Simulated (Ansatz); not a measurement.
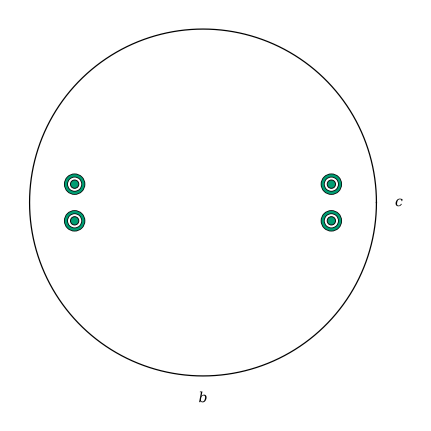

Stereographic projection: filled dots lie in the upper hemisphere, open rings in the lower. The a axis points at the viewer. The poles are all faces of one general form. Computed from the symmetry operations of a computed or model structure of composition CuB2, which need not be its known form.

Q: Name the crystal class.

A: mmm (D2h), order 8, orthorhombic system: three twofold axes, three mirror planes, an inversion centre.

Q: Can such a crystal be piezoelectric, pyroelectric or chiral?

A: It is centrosymmetric, so neither piezoelectric nor pyroelectric; it is not chiral.
